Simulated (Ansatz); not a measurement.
# C3H9F2NSi: molecular dynamics

Aim: follow the molecule's vibrations and see whether its bonds hold. The start is relaxed first. Runs: 40 steps of 3 fs at constant energy, with velocities drawn for 300 K. SMILES of the start: CN(C)[Si](C)(F)F.

All numbers below are computed with Ansatz 0.2.0 (RKS B3LYP-D4/STO-3G).

## 1. Starting point

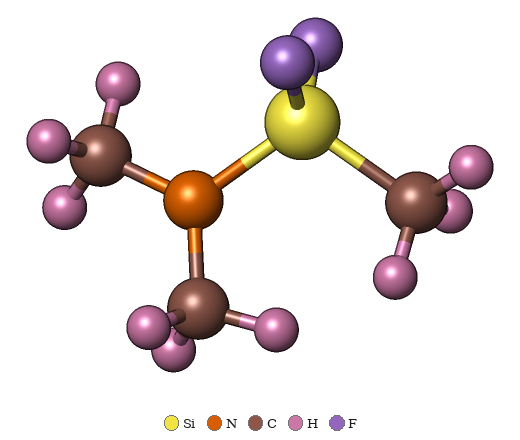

The starting structure, seen from a chosen angle (silicon yellow, nitrogen orange, carbon brown, hydrogen pink, fluorine purple).

Structure file:

```xyz
16

Si    0.0000    0.0000    0.0000
N     0.0000    0.0000    1.8200
C    -1.2162   -0.3762    2.5550
H    -1.8642   -0.9999    1.9045
H    -0.9378   -0.9533    3.4614
H    -1.7663    0.5401    2.8549
C     1.2162    0.3762    2.5550
H     1.4641   -0.4163    3.2916
H     2.0585    0.4943    1.8418
H     1.0457    1.3351    3.0874
C     1.7634    0.0000   -0.6227
H     2.1111   -1.0463   -0.7509
H     1.8119    0.5276   -1.5981
H     2.4154    0.5187    0.1108
F    -0.7489    1.2974   -0.5295
F    -0.7489   -1.2974   -0.5295
```

## 2. Relaxing the start

The input, input.yaml:

```yaml
crystal:
  periodic: [false, false, false]
  atoms:
    - { symbol: Si, position_ang: [0.0, 0.0, 0.0] }
    - { symbol: "N", position_ang: [0.0, 0.0, 1.82] }
    - { symbol: C, position_ang: [-1.2162, -0.3762, 2.555] }
    - { symbol: H, position_ang: [-1.8642, -0.9999, 1.9045] }
    - { symbol: H, position_ang: [-0.9378, -0.9533, 3.4614] }
    - { symbol: H, position_ang: [-1.7663, 0.5401, 2.8549] }
    - { symbol: C, position_ang: [1.2162, 0.3762, 2.555] }
    - { symbol: H, position_ang: [1.4641, -0.4163, 3.2916] }
    - { symbol: H, position_ang: [2.0585, 0.4943, 1.8418] }
    - { symbol: H, position_ang: [1.0457, 1.3351, 3.0874] }
    - { symbol: C, position_ang: [1.7634, 0.0, -0.6227] }
    - { symbol: H, position_ang: [2.1111, -1.0463, -0.7509] }
    - { symbol: H, position_ang: [1.8119, 0.5276, -1.5981] }
    - { symbol: H, position_ang: [2.4154, 0.5187, 0.1108] }
    - { symbol: F, position_ang: [-0.7489, 1.2974, -0.5295] }
    - { symbol: F, position_ang: [-0.7489, -1.2974, -0.5295] }
basis:
  gaussian: { orbitals: STO-3G }
hamiltonian:
  xc: b3lyp
  dispersion: d4
relax:
  f_tol: 0.02
  max_steps: 40
output:
  orbitals: {}
```

Started as:

```sh
$ ansatz run input.yaml --threads 1 --pin off --max-ram 2048MiB --backend cpu --events-out ev --progress --plain --runs-dir out
```

The log of the run (excerpt; [...] marks lines left out):

```text
Warning: RAYON_NUM_THREADS=1 ignored (pool sized by the plan → 1); use --threads N
[...]
Functional definition: B3LYP
[...]
716 factors; integrals over basis functions are off by at most 1.7e-5 eV
[...]
mean field -17832.12544031 eV, -655.3185228827 hartree, gradient 3.7e-5 eV, S^2 0.000000; 0 other end points of the search recorded, 0 dependent functions left out
[...]
reference -17832.12565669 eV, -655.3185308345 hartree; 33, 33 occupied and 15, 15 virtual orbitals, 716 factors
relax step   1: F+E_penalty+E_count = -17832.71880144 eV  Δ(F+E_penalty+E_count) = +0.000e0 eV  max|allowed force component| = 3.669e0 eV/Å  Δτ_max = 0.0000 Å  (22 SCF iters, accepted)
[...]
relax step   3: F+E_penalty+E_count = -17833.08915938 eV  Δ(F+E_penalty+E_count) = -6.449e-2 eV  max|allowed force component| = 4.646e-1 eV/Å  Δτ_max = 0.0608 Å  (23 SCF iters, accepted)
[...]
relax step   5: F+E_penalty+E_count = -17833.12248654 eV  Δ(F+E_penalty+E_count) = -9.705e-3 eV  max|allowed force component| = 1.515e-1 eV/Å  Δτ_max = 0.0602 Å  (23 SCF iters, accepted)
[...]
relax step   7: F+E_penalty+E_count = -17833.13756166 eV  Δ(F+E_penalty+E_count) = -1.318e-2 eV  max|allowed force component| = 2.068e-1 eV/Å  Δτ_max = 0.0544 Å  (24 SCF iters, accepted)
[...]
relax step   9: F+E_penalty+E_count = -17833.14676795 eV  Δ(F+E_penalty+E_count) = -6.087e-3 eV  max|allowed force component| = 1.577e-1 eV/Å  Δτ_max = 0.0790 Å  (24 SCF iters, accepted)
[...]
relax step  10: F+E_penalty+E_count = -17833.14615222 eV  Δ(F+E_penalty+E_count) = +6.157e-4 eV  max|allowed force component| = 2.643e-1 eV/Å  Δτ_max = 0.1169 Å  (24 SCF iters, rejected (line search))
[...]
716 factors; integrals over basis functions are off by at most 2.9e-5 eV
```

## 3. More of the same log: start relaxed

Output, continued (excerpt; [...] marks lines left out):

```text
mean field -17832.55752956 eV, -655.3344018699 hartree, gradient 1.5e-5 eV, S^2 0.000000; 0 other end points of the search recorded, 0 dependent functions left out
[...]
reference -17832.55774802 eV, -655.3344098980 hartree; 33, 33 occupied and 15, 15 virtual orbitals, 716 factors
relax step  11: F+E_penalty+E_count = -17833.14931660 eV  Δ(F+E_penalty+E_count) = -2.549e-3 eV  max|allowed force component| = 5.121e-2 eV/Å  Δτ_max = 0.0584 Å  (24 SCF iters, accepted)
[...]
relax step  16: F+E_penalty+E_count = -17833.15217982 eV  Δ(F+E_penalty+E_count) = -1.157e-4 eV  max|allowed force component| = 3.301e-2 eV/Å  Δτ_max = 0.0349 Å  (25 SCF iters, accepted)
[...]
relax step  17: F+E_penalty+E_count = -17833.15222856 eV  Δ(F+E_penalty+E_count) = -4.873e-5 eV  max|allowed force component| = 1.311e-2 eV/Å  Δτ_max = 0.0021 Å  (19 SCF iters, accepted)
[...]
Atom 6 at     1.175780     0.336328     2.614039 Å, force    -0.003604    -0.001217     0.000654 eV/Å
Atom 7 at     1.334029    -0.251649     3.538340 Å, force     0.000346    -0.000605     0.000763 eV/Å
Atom 8 at     2.133664     0.374861     2.066750 Å, force    -0.000397    -0.000606    -0.001136 eV/Å
Atom 9 at     0.915030     1.373321     2.923167 Å, force    -0.000032     0.000544    -0.000070 eV/Å
Atom 10 at     1.762123     0.003229    -0.696549 Å, force     0.011199    -0.000176    -0.004317 eV/Å
Atom 11 at     2.313304    -0.875479    -0.339362 Å, force    -0.006722     0.012098    -0.005033 eV/Å
Atom 12 at     1.710072    -0.055604    -1.791242 Å, force     0.002300     0.000466     0.013113 eV/Å
Atom 13 at     2.347603     0.895295    -0.440721 Å, force    -0.007252    -0.011752    -0.004250 eV/Å
Atom 14 at    -0.647405     1.521117    -0.225121 Å, force    -0.000388     0.002955    -0.000217 eV/Å
Atom 15 at    -0.973464    -1.022894    -0.600278 Å, force    -0.000140    -0.001012     0.000511 eV/Å
Dipole moment:     0.145126     0.090838     0.057755 e Å
```

Wall time 86 s (1 thread of Arm Neoverse V1, shared host); peak memory 0.16 GiB.

Relaxation path:

| step | energy from step 1 (eV) | largest force component (eV/Å) |
| --- | --- | --- |
| 1 | 0.0000 | 3.6694 |
| 2 | -0.3059 | 1.5808 |
| 3 | -0.3704 | 0.4646 |
| 4 | -0.3940 | 0.1846 |
| 5 | -0.4037 | 0.1515 |
| 6 | -0.4056 | 0.3187 |
| 7 | -0.4188 | 0.2068 |
| 8 | -0.4219 | 0.1732 |
| 9 | -0.4280 | 0.1577 |
| 10x | -0.4274 | 0.2643 |
| 11 | -0.4305 | 0.0512 |
| 12 | -0.4310 | 0.2036 |
| 13 | -0.4326 | 0.0552 |
| 14 | -0.4330 | 0.0269 |
| 15 | -0.4333 | 0.0184 |
| 16 | -0.4334 | 0.0330 |
| 17 | -0.4334 | 0.0131 |

Step 1 is the start. 1 step was tried and not accepted (10; marked x where the table lists them).

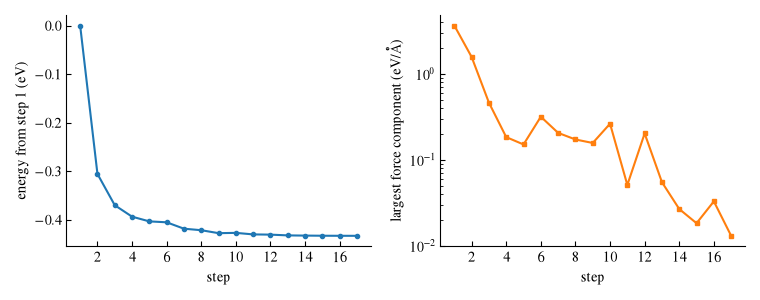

Energy and largest force along the relaxation.

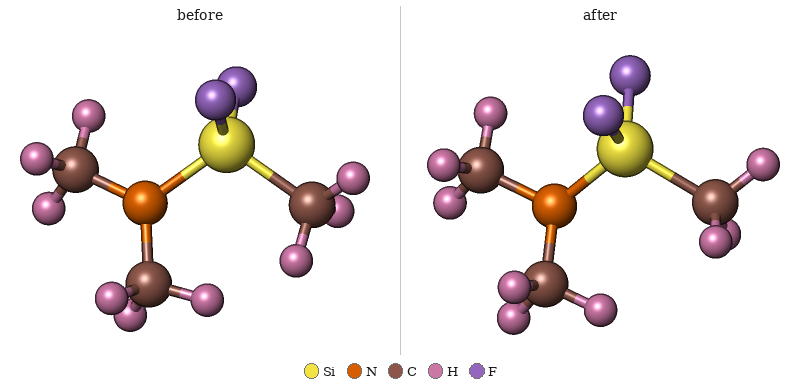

Before and after, at one scale.

After: Bond lengths (14 of 15 bonds, heavy atoms first): Si1–N2 1.755 Å, N2–C3 1.493 Å, N2–C7 1.490 Å, Si1–C11 1.876 Å, Si1–F15 1.634 Å, Si1–F16 1.632 Å, C3–H4 1.105 Å, C3–H5 1.107 Å, C3–H6 1.113 Å, C7–H8 1.107 Å, C7–H9 1.104 Å, C7–H10 1.113 Å, C11–H12 1.097 Å, C11–H13 1.098 Å. Angles (14 of 27 angles, heavy atoms first): Si1–N2–C3 117.2°, Si1–N2–C7 119.6°, C3–N2–C7 111.7°, N2–Si1–C11 109.7°, N2–Si1–F15 112.6°, N2–Si1–F16 106.2°, C11–Si1–F15 110.5°, C11–Si1–F16 112.7°, F15–Si1–F16 105.1°, N2–C3–H4 109.1°, N2–C3–H5 110.2°, N2–C3–H6 113.7°, N2–C7–H8 110.0°, N2–C7–H9 109.8°.

## 4. The run

40 steps of 3 fs at constant energy, with velocities drawn for 300 K, from the relaxed start.

The input, input.yaml:

```yaml
crystal:
  periodic: [false, false, false]
  atoms:
    - { symbol: Si, position_ang: [0.04573, 0.068794, 0.056969] }
    - { symbol: "N", position_ang: [0.136313, -0.314829, 1.767558] }
    - { symbol: C, position_ang: [-1.15476, -0.471135, 2.500227] }
    - { symbol: H, position_ang: [-1.882593, -0.984925, 1.846382] }
    - { symbol: H, position_ang: [-1.008067, -1.090147, 3.405839] }
    - { symbol: H, position_ang: [-1.60336, 0.493719, 2.825701] }
    - { symbol: C, position_ang: [1.17578, 0.336328, 2.614039] }
    - { symbol: H, position_ang: [1.334029, -0.251649, 3.53834] }
    - { symbol: H, position_ang: [2.133664, 0.374861, 2.06675] }
    - { symbol: H, position_ang: [0.91503, 1.373321, 2.923167] }
    - { symbol: C, position_ang: [1.762123, 0.003229, -0.696549] }
    - { symbol: H, position_ang: [2.313304, -0.875479, -0.339362] }
    - { symbol: H, position_ang: [1.710072, -0.055604, -1.791242] }
    - { symbol: H, position_ang: [2.347603, 0.895295, -0.440721] }
    - { symbol: F, position_ang: [-0.647405, 1.521117, -0.225121] }
    - { symbol: F, position_ang: [-0.973464, -1.022894, -0.600278] }
basis:
  gaussian: { orbitals: STO-3G }
hamiltonian:
  xc: b3lyp
  dispersion: d4
md:
  timestep: 3.0
  n_steps: 40
  ensemble: nve
  temperature: 300.0
  initial_velocities: maxwell_boltzmann
  seed: 525847
```

Started as:

```sh
$ ansatz run input.yaml --threads 1 --pin off --max-ram 2048MiB --backend cpu --events-out ev --progress --plain --runs-dir out
```

The log of the run:

```text
Warning: RAYON_NUM_THREADS=1 ignored (pool sized by the plan → 1); use --threads N
Engine: ansatz 0.2.0, aarch64-unknown-linux-gnu
[... 1 set-up line as earlier in the session ...]
  parameter a0 = 0.2
  parameter ax = 0.72
  parameter ac = 0.81
  exchange = (1 - a0 - ax)*slater_x + ax*b88_x + a0*exact_x
  correlation = (1 - ac)*vwn_rpa_c + ac*lyp_c
712 factors; integrals over basis functions are off by at most 1.1e-5 eV
mean field evaluation 1: about -17829.7175 eV, gradient 2.9e1 eV
mean field evaluation 2: about -17830.2741 eV, gradient 2.7e1 eV
mean field evaluation 4: about -17832.6281 eV, gradient 7.8e-1 eV
mean field evaluation 8: about -17832.5598 eV, gradient 3.3e-2 eV
mean field -17832.55977235 eV, -655.3344842907 hartree, gradient 3.1e-5 eV, S^2 0.000000; 0 other end points of the search recorded, 0 dependent functions left out
[... from here on, the SCF cycles and remarks between the steps are left out, and one step in 2 is shown ...]
md step     0: t =     0.00 fs  T =   300.0 K  F+E_penalty+E_count = -17833.15224389 eV  E_kin = 0.542892 eV  conserved = -17832.60935189 eV  (22 SCF iters)
md step     1: t =     3.00 fs  T =   183.6 K  F+E_penalty+E_count = -17832.56084757 eV  E_kin = 0.332237 eV  conserved = -17832.22861100 eV  (25 SCF iters, 7 dispersion substeps)
md step     3: t =     9.00 fs  T =   148.6 K  F+E_penalty+E_count = -17831.77790104 eV  E_kin = 0.268944 eV  conserved = -17831.50895708 eV  (24 SCF iters, 7 dispersion substeps)
md step     5: t =    15.00 fs  T =   663.8 K  F+E_penalty+E_count = -17831.81871130 eV  E_kin = 1.201160 eV  conserved = -17830.61755170 eV  (25 SCF iters, 7 dispersion substeps)
md step     7: t =    21.00 fs  T =   450.1 K  F+E_penalty+E_count = -17824.82076394 eV  E_kin = 0.814492 eV  conserved = -17824.00627208 eV  (30 SCF iters, 21 dispersion substeps)
md step     9: t =    27.00 fs  T =  3918.7 K  F+E_penalty+E_count = -17822.88721898 eV  E_kin = 7.091408 eV  conserved = -17815.79581143 eV  (28 SCF iters, 21 dispersion substeps)
md step    11: t =    33.00 fs  T = 2319784.5 K  F+E_penalty+E_count = -17727.63827297 eV  E_kin = 4197.974763 eV  conserved = -13529.66351020 eV  (45 SCF iters, 57 dispersion substeps)
md step    13: t =    39.00 fs  T = 9282278.8 K  F+E_penalty+E_count = -17798.98381796 eV  E_kin = 16797.582822 eV  conserved = -1001.40099635 eV  (451 SCF iters, 421 dispersion substeps)
md step    15: t =    45.00 fs  T = 9326644.1 K  F+E_penalty+E_count = -17787.52350768 eV  E_kin = 16877.868085 eV  conserved = -909.65542238 eV  (499 SCF iters, 421 dispersion substeps)
md step    17: t =    51.00 fs  T = 9326919.2 K  F+E_penalty+E_count = -17784.91687306 eV  E_kin = 16878.365983 eV  conserved = -906.55088983 eV  (617 SCF iters, 419 dispersion substeps)
md step    19: t =    57.00 fs  T = 9325815.6 K  F+E_penalty+E_count = -17785.22012935 eV  E_kin = 16876.368777 eV  conserved = -908.85135261 eV  (511 SCF iters, 419 dispersion substeps)
md step    21: t =    63.00 fs  T = 9325727.2 K  F+E_penalty+E_count = -17785.22836458 eV  E_kin = 16876.208831 eV  conserved = -909.01953362 eV  (447 SCF iters, 419 dispersion substeps)
md step    23: t =    69.00 fs  T = 9327663.0 K  F+E_penalty+E_count = -17787.35066442 eV  E_kin = 16879.712017 eV  conserved = -907.63864723 eV  (511 SCF iters, 419 dispersion substeps)
md step    25: t =    75.00 fs  T = 9328936.3 K  F+E_penalty+E_count = -17776.89870229 eV  E_kin = 16882.016196 eV  conserved = -894.88250672 eV  (574 SCF iters, 419 dispersion substeps)
md step    27: t =    81.00 fs  T = 9334720.8 K  F+E_penalty+E_count = -17773.80822968 eV  E_kin = 16892.484028 eV  conserved = -881.28559714 eV  (1467 SCF iters, 419 dispersion substeps)
md step    29: t =    87.00 fs  T = 9334248.7 K  F+E_penalty+E_count = -17766.90626357 eV  E_kin = 16891.629601 eV  conserved = -875.21488947 eV  (1614 SCF iters, 419 dispersion substeps)
md step    31: t =    93.00 fs  T = 9334322.2 K  F+E_penalty+E_count = -17766.69966642 eV  E_kin = 16891.762689 eV  conserved = -874.87520349 eV  (1155 SCF iters, 419 dispersion substeps)
md step    33: t =    99.00 fs  T = 9334169.1 K  F+E_penalty+E_count = -17766.19725497 eV  E_kin = 16891.485567 eV  conserved = -874.64991433 eV  (752 SCF iters, 127 dispersion substeps)
md step    35: t =   105.00 fs  T = 9334295.4 K  F+E_penalty+E_count = -17766.15137382 eV  E_kin = 16891.714270 eV  conserved = -874.37532999 eV  (909 SCF iters, 127 dispersion substeps)
md step    36: t =   108.00 fs  T = 9334349.7 K  F+E_penalty+E_count = -17766.20037655 eV  E_kin = 16891.812374 eV  conserved = -874.32622878 eV  (1056 SCF iters, 127 dispersion substeps)
[... 4 lines left out ...]
[...]
Error: SIGTERM received: run cancelled behind 1564 evaluations of the mean field
```

Wall time 28 min (1 thread of Arm Neoverse V1, shared host).

## 5. Frames and traces

The run was stopped at its time limit after 36 steps, short of the number asked for. What follows covers the steps that were done.

One step in 2; energies are changes from step 0:

| time (fs) | T (K) | potential energy change (meV/atom) | total energy change (meV/atom) |
| --- | --- | --- | --- |
| 0.0 | 300 | 0.0 | 0.00 |
| 6.0 | 96 | 73.3 | 50.24 |
| 12.0 | 300 | 31.5 | 31.51 |
| 18.0 | 1751 | 323.3 | 487.38 |
| 24.0 | 504 | 496.7 | 519.75 |
| 30.0 | 22977 | 688.9 | 3253.78 |
| 36.0 | 9280597 | 1964.4 | 1051589.12 |
| 42.0 | 9289292 | 2642.1 | 1053250.34 |
| 48.0 | 9326812 | 3087.6 | 1057939.43 |
| 54.0 | 9327596 | 2952.7 | 1057893.26 |
| 60.0 | 9325519 | 2953.1 | 1057658.75 |
| 66.0 | 9326490 | 2895.1 | 1057710.50 |
| 72.0 | 9330616 | 3031.9 | 1058314.01 |
| 78.0 | 9334372 | 3678.8 | 1059385.63 |
| 84.0 | 9335879 | 3976.9 | 1059856.82 |
| 90.0 | 9333976 | 4178.5 | 1059844.43 |
| 96.0 | 9334881 | 4076.4 | 1059844.64 |
| 102.0 | 9334703 | 4119.5 | 1059867.71 |
| 108.0 | 9334350 | 4184.5 | 1059892.70 |

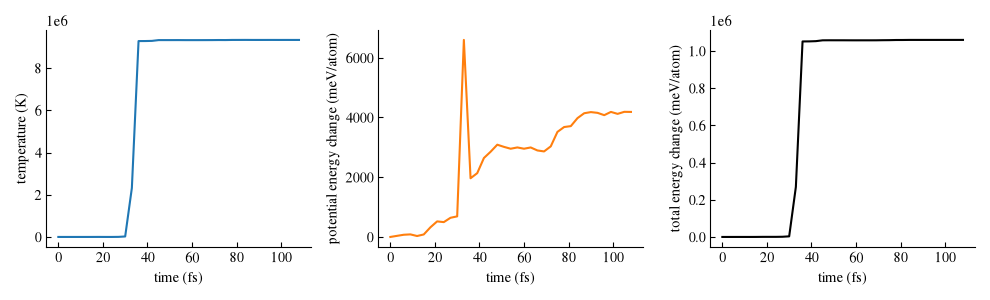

Traces against time; each panel has its own scale.

Bonds that form or break, judged by distance (formed within 1.15 times the sum of covalent radii and held on average over 12 fs, broken when stretched by half; pairs already stretched at the start don't count as bonds):

| time (fs) | bond | event |
| --- | --- | --- |
| 18.0 | C11–H12 | breaks |
| 30.0 | C11–H14 | breaks |
| 33.0 | C11–H13 | breaks |
| 36.0 | Si1–C11 | breaks |
| 39.0 | C7–H8 | breaks |
| 45.0 | C7–H9 | breaks |
| 48.0 | C7–H10 | breaks |
| 57.0 | Si1–H13 | forms |
| 72.0 | Si1–N2 | breaks |
| 72.0 | C3–H4 | breaks |
| 78.0 | Si1–H13 | breaks |
| 84.0 | C3–H5 | breaks |

## 6. Results

```
                          quantity                                      value
           relaxation of the start                   15 moves, 0.433 eV lower
                            length                36 steps of 3 fs, cut short
  temperature, first and last step                          300 and 9334350 K
          temperature, second half  mean 9331488 K, from 9325519 to 9335879 K
     potential energy, second half              +3621 meV/atom from the start
largest change of the total energy                        1059892.70 meV/atom
            bonds formed or broken                                         12
```

What this shows: The run blows up, reaching 9335879 K, so it describes no real motion. The run was cut short, and these figures cover the steps done. Averages from a run of 108 fs with 16 atoms are rough. The nuclei move classically, without zero-point motion, which matters most for hydrogen. In so small a basis the energies are only a sketch.
